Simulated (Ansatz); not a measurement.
**Pressure series in SiO2**

Base system: SiO₂ (space group Imma, No. 74; a = 5.265 Å, b = 9.580 Å, c = 8.920 Å; a cell from a computed database, its experimental status unchecked).

Cell and atoms are relaxed at each pressure.

Computed with PBEsol, PAW, 420 eV (Ansatz, a program for electronic structure; scalar-relativistic without spin-orbit coupling), earlier PAW set.

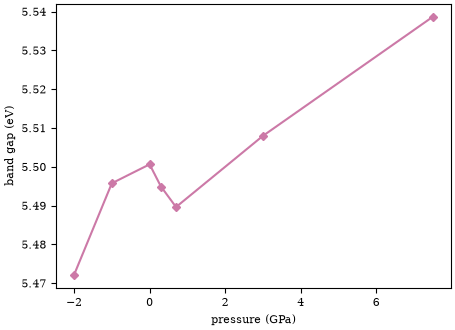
Figure: Band gap against pressure

```tsv
pressure (GPa)	band gap
-2	5.47 eV
-1	5.50 eV
0.3	5.49 eV
0.7	5.49 eV
3	5.51 eV
7.5	5.54 eV
```

Load acts through the strain it causes; cell and atoms are relaxed under it. Whether these cells are dynamically stable was not tested. No other phases were tried under pressure.
